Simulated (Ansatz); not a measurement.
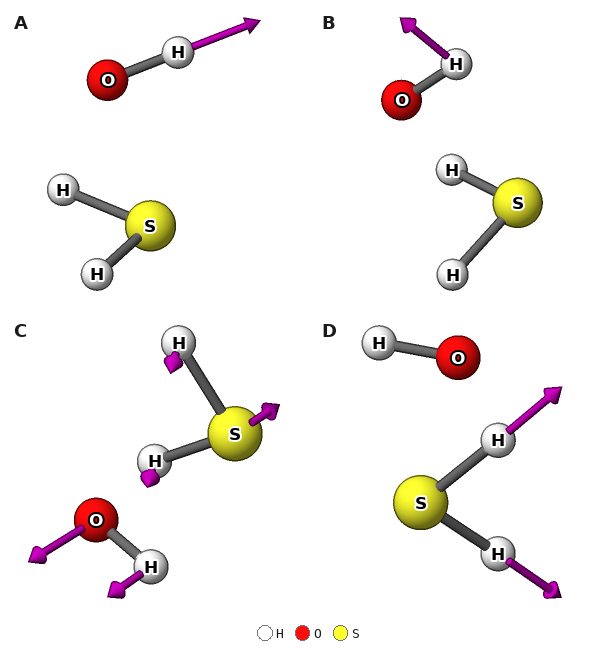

4 normal modes of one molecule or complex, as arrows. The species is neutral and a spin doublet. Harmonic vibrations computed with UKS PBE0-D4/def2-TZVP (Ansatz 0.2.0) at a stationary point of the same level.

Question: Match the panels to the wavenumbers 177 cm⁻¹, 632 cm⁻¹, 2738 cm⁻¹, 3799 cm⁻¹.

Answer: A: 3799 cm⁻¹, O–H stretching
B: 632 cm⁻¹
C: 177 cm⁻¹
D: 2738 cm⁻¹, in-phase stretching of 2 S–H bonds
